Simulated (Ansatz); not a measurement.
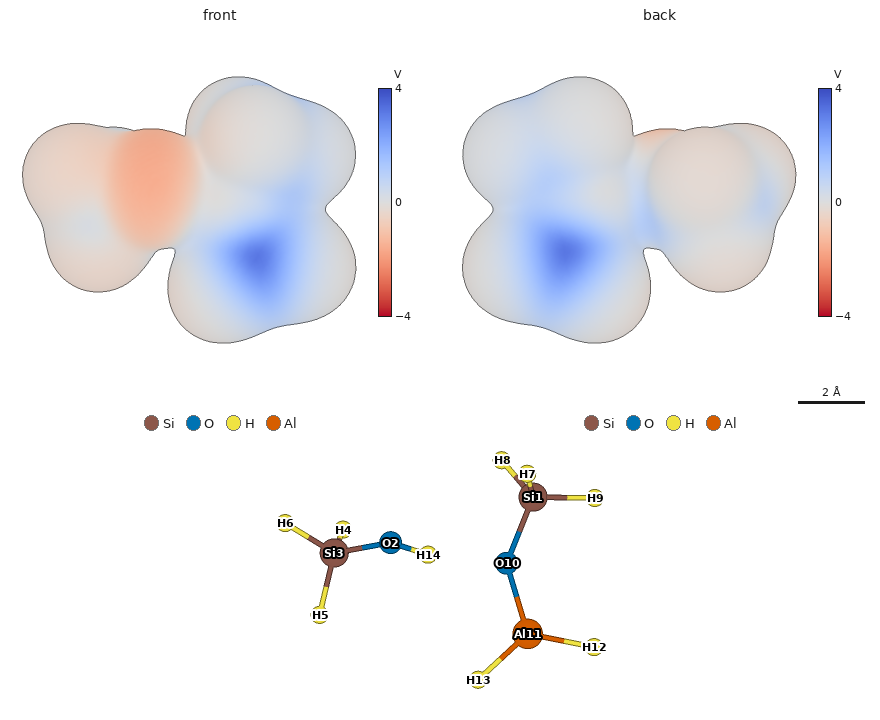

Figure. AlH$_{5}$OSi···H$_{4}$OSi. The electrostatic potential painted on the density surface at 0.001 e/bohr³, seen from the front and from behind; red is negative and blue positive. The bare structure is drawn below in the same view.

Theory: RKS BHLYP/6-31G* in Ansatz 0.2.0.

The calculation's input:

```
crystal:
  periodic: [false, false, false]
  atoms:
    - { symbol: Si, position_ang: [0.141245, -0.543776, -0.395293] }
    - { symbol: O, position_ang: [-0.018298, -0.055209, 2.447557] }
    - { symbol: Si, position_ang: [-1.382858, 0.11737, 3.357103] }
    - { symbol: H, position_ang: [-2.554333, -0.526884, 2.723813] }
    - { symbol: H, position_ang: [-1.210544, -0.488464, 4.696686] }
    - { symbol: H, position_ang: [-1.631965, 1.560448, 3.496337] }
    - { symbol: H, position_ang: [1.214213, 0.400192, -0.054966] }
    - { symbol: H, position_ang: [-1.189691, 0.026449, -0.134312] }
    - { symbol: H, position_ang: [0.224138, -0.817603, -1.850143] }
    - { symbol: O, position_ang: [0.341787, -1.992291, 0.401557] }
    - { symbol: Al, position_ang: [0.531796, -3.673571, 0.247275] }
    - { symbol: H, position_ang: [0.782105, -4.305943, -1.169934] }
    - { symbol: H, position_ang: [0.446108, -4.498555, 1.582169] }
    - { symbol: H, position_ang: [0.356698, -0.951363, 2.343351] }
basis:
  gaussian: { orbitals: "6-31G*" }
hamiltonian:
  xc: { name: BHLYP }
relax:
  f_tol: 0.03
  max_steps: 50
output:
  orbitals: {}
```

Run with:

```sh
ansatz run input.yaml --threads 2 --pin off --max-ram 3072MiB --backend cpu --events-out ev --progress --plain --runs-dir out
```

The fields are those of the run's last geometry, not of the input's.

Q: Where is the surface potential most negative and most positive?

A: The most negative region (about −1.6 V) lies over O2, the most positive (about +3.0 V) over Al11. O2 is the likeliest acceptor of a hydrogen bond.
